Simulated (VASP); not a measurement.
Band structure of Li (bcc). Level of theory: PBE GGA with D3 dispersion (zero damping), VASP's PBE PAW potentials (set 64) (plane waves; VASP).

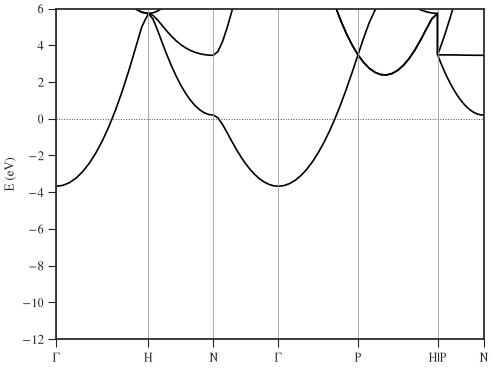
Fig. 1. Bands along high-symmetry lines, zero at the valence-band maximum or, without a gap, the Fermi level

**Question.** Read the plot: is there a gap, and where are the band edges?

**Answer.** It has no gap at this level: it comes out as a metal or semimetal. (Edges off the drawn lines would not show.)

The compound is Li in the bcc structure. It was relaxed first, which changed the volume by -11 %.
